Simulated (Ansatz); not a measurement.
## ZrC (rock salt), frozen-phonon scan

Relaxed ZrC (rock salt):

```yaml
crystal:
  lattice:
    - [0.00000, 4.71144, 4.71144]
    - [2.35572, 0.00000, 2.35572]
    - [2.35572, 2.35572, 0.00000]
  atoms:
    - { symbol: C, position: [0.00000, 0.00000, 0.00000] }
    - { symbol: C, position: [0.50000, 0.00000, 0.00000] }
    - { symbol: Zr, position: [0.25000, 0.50000, 0.50000] }
    - { symbol: Zr, position: [0.75000, 0.50000, 0.50000] }
```

A phonon eigenvector at L = (0.5, 0.0, 0.0) is frozen into this cell: atom i moves by Q times the vector below, so Q is the largest atomic displacement, in Å. The cell is held. (q is in reciprocal vectors of the primitive cell; the cell shown is doubled to hold the pattern.)

```tsv
atom	x	y	z
C1	0.577	-0.577	-0.577
C2	-0.577	0.577	0.577
```

Atoms not listed stay in place.

These are r2SCAN (plane waves to 500 eV, PAW, scalar-relativistic; Ansatz, a quantum-chemistry and plane-wave program) values and carry that method's errors. k mesh 17×17×17 (Γ-centred), Fermi-Dirac smearing 0.05 eV. The energy includes the smearing's −TS. With partly filled bands, energies and forces of such displacements shift with the k mesh and the smearing. ZrC is run without spin polarisation. ZrC was relaxed with its symmetry unable to fall. The zero of ΔE is the undisplaced structure.

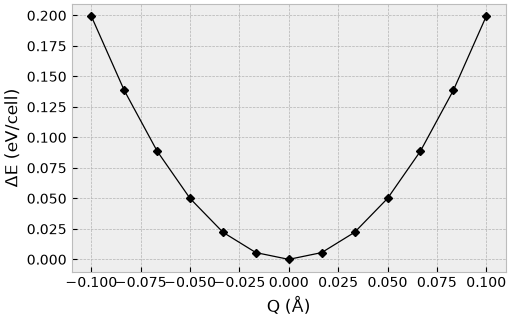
Figure: ΔE (eV/cell) against Q (Å); one marker a computed point.

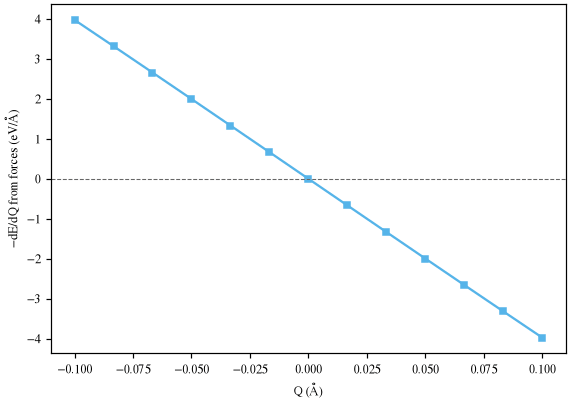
−dE/dQ from forces (eV/Å) against Q (Å); computed points joined by lines.

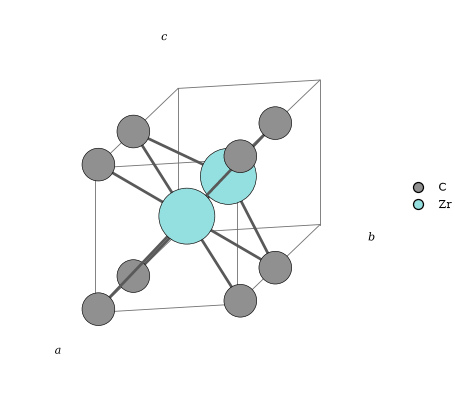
Figure. The cell of the calculation at Q = 0.100 Å.

The energy at Q = 0.100 Å is 199 meV/cell. Space group of the distorted cell: R-3m (No. 166), lowered from Fm-3m. Harmonic wavenumber from the curvature (finite differences): 673 cm⁻¹. Wavenumber by perturbation theory (DFPT, on another k mesh): 673 cm⁻¹. Symmetry of the curve: even: the same for both signs.

E″ = 39.99 eV/Å², M = Σ mᵢ|uᵢ|² = 24.0 u, ν̃ = 521.5·√(|E″|/M).

(A displaced cell: forces are minus the slopes of the energy, force constants its curvatures, and phonons follow from these.)
